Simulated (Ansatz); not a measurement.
**Molecular dynamics, with input and output: Cu2I2**

- system: Cu2I2 ((CuI)2 ring)
- method: RKS BLYP/def2-SVP (Ansatz 0.2.0)

The geometry comes from this level: PBE0-D4/def2-SVP. Figures and captions count atoms from 1; the log counts them from 0 in places.

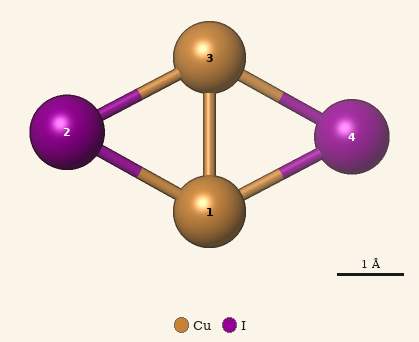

*The starting structure (ball-and-stick view, seen at a tilt; atoms are numbered from 1 in the order of the input). Sticks mark near contacts.*

### Input
```yaml
crystal:
  periodic: [false, false, false]
  atoms:
    - {symbol: Cu, position_ang: [0.723322, -0.487109, -0.804638]}
    - {symbol: I, position_ang: [-1.783594, -0.666202, -1.200003]}
    - {symbol: Cu, position_ang: [-0.723317, 0.487116, 0.804624]}
    - {symbol: I, position_ang: [1.783589, 0.666195, 1.200017]}
basis:
  gaussian: {orbitals: def2-SVP}
hamiltonian: {xc: {name: BLYP}}
md: {timestep: 1 fs, n_steps: 15, ensemble: nvt_nose_hoover, temperature: 700, initial_velocities: maxwell_boltzmann, seed: 843}
scf: {omitted_lower_state_checks: [starts]}
```

Machine: 4 threads of Arm Neoverse V2, 23 GiB of memory available, shared host.

Launched with:
```bash
ansatz run in.yaml --threads 4 --pin off --events-out ev --progress --plain --max-ram 3916MiB
```

### Output
```
Functional definition: BLYP
  name "BLYP"
  cite "Becke, Phys. Rev. A 38, 3098 (1988) doi:10.1103/PhysRevA.38.3098"
  cite "Lee, Yang & Parr, Phys. Rev. B 37, 785 (1988) doi:10.1103/PhysRevB.37.785"
  parameter beta = 0.0042
  parameter a = 0.04918
  parameter b = 0.132
  parameter c = 0.2533
  parameter d = 0.349
  exchange = b88_x(beta = beta)
  correlation = lyp_c(a = a, b = b, c = c, d = d)
these checks for a lower state are left out or cut short: starts
1400 factors; their error is unknown
mean field evaluation 1: about -105471.8976 eV, gradient 5.3e1 eV
mean field evaluation 2: about -105200.8179 eV, gradient 4.1e2 eV
mean field evaluation 4: about -105476.2121 eV, gradient 5.6e0 eV
mean field evaluation 8: about -105476.2581 eV, gradient 1.7e-1 eV
mean field evaluation 16: about -105476.2582 eV, gradient 4.9e-5 eV
mean field -105476.25817088 eV, -3876.1809934043 hartree, gradient 4.9e-5 eV, S^2 0.000000; 0 other end points of the search recorded, 0 dependent functions left out
the calculation of the forces begins
reference -105476.25848681 eV, -3876.1810050146 hartree; 54, 54 occupied and 60, 60 virtual orbitals, 1400 factors
md step     0: t =     0.00 fs  T =   700.0 K  F+E_penalty+E_count = -105476.25817088 eV  E_kin = 0.180964 eV  conserved = -105476.07720688 eV  (26 SCF iters)
these checks for a lower state are left out or cut short: starts, cluster_reference, orbital_swaps, neighbouring_geometries, increment
1400 factors; their error is unknown
mean field -105476.25979600 eV, -3876.1810531264 hartree, gradient 1.9e-5 eV, S^2 0.000000; 0 other end points of the search recorded, 0 dependent functions left out
[... from here on the field's lines of each further geometry are left out, up to the last ...]
md step     1: t =     1.00 fs  T =   706.3 K  F+E_penalty+E_count = -105476.25979600 eV  E_kin = 0.182589 eV  conserved = -105476.07720706 eV  (33 SCF iters)
md step     2: t =     2.00 fs  T =   711.8 K  F+E_penalty+E_count = -105476.26122678 eV  E_kin = 0.184019 eV  conserved = -105476.07720723 eV  (33 SCF iters)
md step     3: t =     3.00 fs  T =   716.6 K  F+E_penalty+E_count = -105476.26246036 eV  E_kin = 0.185252 eV  conserved = -105476.07720732 eV  (33 SCF iters)
md step     4: t =     4.00 fs  T =   720.6 K  F+E_penalty+E_count = -105476.26349526 eV  E_kin = 0.186284 eV  conserved = -105476.07720752 eV  (33 SCF iters)
md step     5: t =     5.00 fs  T =   723.8 K  F+E_penalty+E_count = -105476.26433059 eV  E_kin = 0.187117 eV  conserved = -105476.07720748 eV  (33 SCF iters)
md step     6: t =     6.00 fs  T =   726.2 K  F+E_penalty+E_count = -105476.26496742 eV  E_kin = 0.187749 eV  conserved = -105476.07720775 eV  (34 SCF iters)
md step     7: t =     7.00 fs  T =   727.9 K  F+E_penalty+E_count = -105476.26540666 eV  E_kin = 0.188183 eV  conserved = -105476.07720762 eV  (34 SCF iters)
md step     8: t =     8.00 fs  T =   728.8 K  F+E_penalty+E_count = -105476.26565149 eV  E_kin = 0.188421 eV  conserved = -105476.07720762 eV  (34 SCF iters)
md step     9: t =     9.00 fs  T =   729.0 K  F+E_penalty+E_count = -105476.26570504 eV  E_kin = 0.188466 eV  conserved = -105476.07720723 eV  (33 SCF iters)
md step    10: t =    10.00 fs  T =   728.5 K  F+E_penalty+E_count = -105476.26557274 eV  E_kin = 0.188323 eV  conserved = -105476.07720726 eV  (33 SCF iters)
md step    11: t =    11.00 fs  T =   727.2 K  F+E_penalty+E_count = -105476.26525926 eV  E_kin = 0.187998 eV  conserved = -105476.07720684 eV  (33 SCF iters)
md step    12: t =    12.00 fs  T =   725.3 K  F+E_penalty+E_count = -105476.26477131 eV  E_kin = 0.187497 eV  conserved = -105476.07720635 eV  (34 SCF iters)
md step    13: t =    13.00 fs  T =   722.7 K  F+E_penalty+E_count = -105476.26411629 eV  E_kin = 0.186828 eV  conserved = -105476.07720600 eV  (34 SCF iters)
md step    14: t =    14.00 fs  T =   719.5 K  F+E_penalty+E_count = -105476.26330179 eV  E_kin = 0.185998 eV  conserved = -105476.07720555 eV  (34 SCF iters)
the calculation of the forces begins
reference -105476.26265307 eV, -3876.1811581217 hartree; 54, 54 occupied and 60, 60 virtual orbitals, 1400 factors
these checks for a lower state are left out or cut short: starts
1400 factors; their error is unknown
mean field -105476.26233632 eV, -3876.1811464812 hartree, gradient 2.6e-5 eV, S^2 0.000000; 0 other end points of the search recorded, 0 dependent functions left out
the calculation of the forces begins
reference -105476.26265307 eV, -3876.1811581217 hartree; 54, 54 occupied and 60, 60 virtual orbitals, 1400 factors
md step    15: t =    15.00 fs  T =   715.7 K  F+E_penalty+E_count = -105476.26233632 eV  E_kin = 0.185017 eV  conserved = -105476.07720496 eV  (13 SCF iters)
```

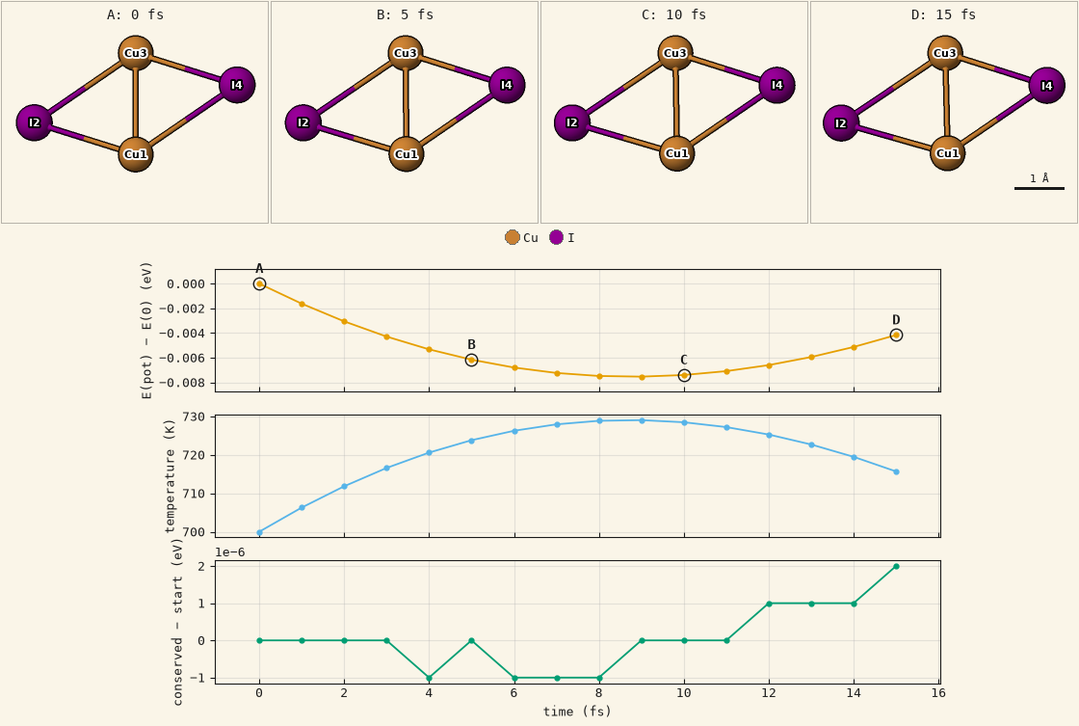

*Frames of the molecular dynamics (ball-and-stick, seen at a tilt) above the curves, on which the letters mark them.*

The trajectory kept here has 16 frames over 15 fs. The temperature starts at 700 K, ranges from 700 to 729 K and averages 725 K over the second half. The potential energy ends 0.004 eV below its first value. The conserved quantity stays within 3e-06 eV. After an unweighted best fit of the last frame on the first, the root-mean-square displacement is 0.05 Å.

```
Total energy: -105476.26265307 eV, -3876.1811581217 hartree
Atom 0 at     0.740004    -0.429516    -0.769491 Å, force    -0.277994    -0.188216    -0.299066 eV/Å
Atom 1 at    -1.813627    -0.695552    -1.219274 Å, force     0.004429     0.017128    -0.018028 eV/Å
Atom 2 at    -0.737513     0.520978     0.798224 Å, force    -0.036819    -0.062388    -0.065502 eV/Å
Atom 3 at     1.812377     0.649750     1.204894 Å, force     0.310384     0.233476     0.382597 eV/Å
Dipole moment:     0.014421     0.046682     0.043217 e Å
Checks for a lower state left out: starts
```

### Trajectory as extended XYZ (Å, eV, eV/Å), 16 frames, from step=0 to step=15
```
4
Properties=species:S:1:pos:R:3:forces:R:3 step=0 time_fs=0.0 energy=-105476.25817 temperature=700.0
Cu    0.7233   -0.4871   -0.8046    0.0358  -0.0242  -0.0399
I    -1.7836   -0.6662   -1.2000   -0.3801  -0.1420  -0.2558
Cu   -0.7233    0.4871    0.8046   -0.0358   0.0242   0.0399
I     1.7836    0.6662    1.2000    0.3801   0.1420   0.2557
4
Properties=species:S:1:pos:R:3:forces:R:3 step=1 time_fs=1.0 energy=-105476.25980 temperature=706.3
Cu    0.7245   -0.4832   -0.8022    0.0135  -0.0354  -0.0578
I    -1.7855   -0.6681   -1.2012   -0.3527  -0.1318  -0.2395
Cu   -0.7242    0.4894    0.8042   -0.0367   0.0187   0.0327
I     1.7853    0.6650    1.2002    0.3760   0.1485   0.2646
4
Properties=species:S:1:pos:R:3:forces:R:3 step=2 time_fs=2.0 energy=-105476.26123 temperature=711.8
Cu    0.7257   -0.4793   -0.7997   -0.0089  -0.0467  -0.0758
I    -1.7874   -0.6700   -1.2024   -0.3254  -0.1214  -0.2232
Cu   -0.7251    0.4916    0.8038   -0.0376   0.0131   0.0253
I     1.7871    0.6638    1.2004    0.3718   0.1550   0.2736
4
Properties=species:S:1:pos:R:3:forces:R:3 step=3 time_fs=3.0 energy=-105476.26246 temperature=716.6
Cu    0.7269   -0.4753   -0.7972   -0.0311  -0.0580  -0.0937
I    -1.7893   -0.6720   -1.2036   -0.2982  -0.1110  -0.2068
Cu   -0.7260    0.4939    0.8034   -0.0383   0.0075   0.0180
I     1.7889    0.6627    1.2006    0.3676   0.1615   0.2826
4
Properties=species:S:1:pos:R:3:forces:R:3 step=4 time_fs=4.0 energy=-105476.26350 temperature=720.6
Cu    0.7281   -0.4714   -0.7948   -0.0533  -0.0693  -0.1117
I    -1.7913   -0.6739   -1.2049   -0.2712  -0.1004  -0.1905
Cu   -0.7270    0.4962    0.8029   -0.0389   0.0018   0.0107
I     1.7907    0.6615    1.2008    0.3634   0.1680   0.2915
4
Properties=species:S:1:pos:R:3:forces:R:3 step=5 time_fs=5.0 energy=-105476.26433 temperature=723.8
Cu    0.7293   -0.4675   -0.7923   -0.0752  -0.0806  -0.1296
I    -1.7932   -0.6758   -1.2061   -0.2445  -0.0898  -0.1742
Cu   -0.7279    0.4985    0.8025   -0.0394  -0.0040   0.0033
I     1.7925    0.6604    1.2010    0.3591   0.1744   0.3005
4
Properties=species:S:1:pos:R:3:forces:R:3 step=6 time_fs=6.0 energy=-105476.26497 temperature=726.2
Cu    0.7305   -0.4636   -0.7899   -0.0970  -0.0918  -0.1475
I    -1.7952   -0.6778   -1.2074   -0.2179  -0.0792  -0.1580
Cu   -0.7288    0.5007    0.8021   -0.0397  -0.0098  -0.0040
I     1.7944    0.6592    1.2013    0.3547   0.1808   0.3094
4
Properties=species:S:1:pos:R:3:forces:R:3 step=7 time_fs=7.0 energy=-105476.26541 temperature=727.9
Cu    0.7316   -0.4598   -0.7875   -0.1186  -0.1030  -0.1652
I    -1.7972   -0.6798   -1.2087   -0.1917  -0.0685  -0.1419
Cu   -0.7298    0.5030    0.8017   -0.0400  -0.0157  -0.0112
I     1.7963    0.6581    1.2016    0.3503   0.1872   0.3183
4
Properties=species:S:1:pos:R:3:forces:R:3 step=8 time_fs=8.0 energy=-105476.26565 temperature=728.8
Cu    0.7328   -0.4559   -0.7851   -0.1399  -0.1142  -0.1828
I    -1.7992   -0.6817   -1.2100   -0.1658  -0.0577  -0.1258
Cu   -0.7307    0.5053    0.8013   -0.0401  -0.0215  -0.0184
I     1.7982    0.6570    1.2019    0.3457   0.1934   0.3270
4
Properties=species:S:1:pos:R:3:forces:R:3 step=9 time_fs=9.0 energy=-105476.26570 temperature=729.0
Cu    0.7339   -0.4521   -0.7828   -0.1608  -0.1252  -0.2002
I    -1.8013   -0.6837   -1.2113   -0.1402  -0.0470  -0.1099
Cu   -0.7317    0.5075    0.8009   -0.0400  -0.0274  -0.0255
I     1.8002    0.6559    1.2023    0.3411   0.1996   0.3356
4
Properties=species:S:1:pos:R:3:forces:R:3 step=10 time_fs=10.0 energy=-105476.26557 temperature=728.5
Cu    0.7350   -0.4483   -0.7805   -0.1815  -0.1361  -0.2175
I    -1.8033   -0.6857   -1.2126   -0.1151  -0.0362  -0.0941
Cu   -0.7326    0.5098    0.8004   -0.0398  -0.0333  -0.0325
I     1.8021    0.6549    1.2026    0.3364   0.2056   0.3441
4
Properties=species:S:1:pos:R:3:forces:R:3 step=11 time_fs=11.0 energy=-105476.26526 temperature=727.2
Cu    0.7361   -0.4445   -0.7782   -0.2017  -0.1469  -0.2344
I    -1.8054   -0.6876   -1.2139   -0.0903  -0.0255  -0.0785
Cu   -0.7336    0.5120    0.8000   -0.0395  -0.0392  -0.0394
I     1.8041    0.6538    1.2030    0.3315   0.2115   0.3523
4
Properties=species:S:1:pos:R:3:forces:R:3 step=12 time_fs=12.0 energy=-105476.26477 temperature=725.3
Cu    0.7371   -0.4407   -0.7760   -0.2215  -0.1575  -0.2511
I    -1.8074   -0.6896   -1.2153   -0.0659  -0.0147  -0.0631
Cu   -0.7346    0.5143    0.7996   -0.0391  -0.0450  -0.0461
I     1.8062    0.6528    1.2035    0.3265   0.2173   0.3603
4
Properties=species:S:1:pos:R:3:forces:R:3 step=13 time_fs=13.0 energy=-105476.26412 temperature=722.7
Cu    0.7381   -0.4369   -0.7738   -0.2408  -0.1680  -0.2675
I    -1.8095   -0.6916   -1.2166   -0.0420  -0.0041  -0.0479
Cu   -0.7355    0.5165    0.7991   -0.0385  -0.0508  -0.0527
I     1.8082    0.6517    1.2039    0.3213   0.2229   0.3681
4
Properties=species:S:1:pos:R:3:forces:R:3 step=14 time_fs=14.0 energy=-105476.26330 temperature=719.5
Cu    0.7391   -0.4332   -0.7716   -0.2597  -0.1782  -0.2835
I    -1.8116   -0.6936   -1.2179   -0.0186   0.0066  -0.0328
Cu   -0.7365    0.5188    0.7987   -0.0377  -0.0566  -0.0592
I     1.8103    0.6507    1.2044    0.3159   0.2283   0.3755
4
Properties=species:S:1:pos:R:3:forces:R:3 step=15 time_fs=15.0 energy=-105476.26234 temperature=715.7
Cu    0.7400   -0.4295   -0.7695   -0.2780  -0.1882  -0.2991
I    -1.8136   -0.6956   -1.2193    0.0044   0.0171  -0.0180
Cu   -0.7375    0.5210    0.7982   -0.0368  -0.0624  -0.0655
I     1.8124    0.6498    1.2049    0.3104   0.2335   0.3826
```

### Results in brief

```csv
quantity,value
outcome,finished
mean temperature over the second half,725 K
trajectory,"15 steps, 15 fs"
ensemble,nvt_nose_hoover
temperature in the input,700 K
time step,1 fs
potential energy (last step),−105476.2627 eV
SCF solution under orbital rotations (last step),stable
largest force (length of the vector) (last step),0.545 eV/Å
dipole moment (last step),0.31 D
wall time,32 s (CPU time 2 min)
peak memory,0.41 GiB
```

### Remarks

So short a trajectory is not equilibrated.
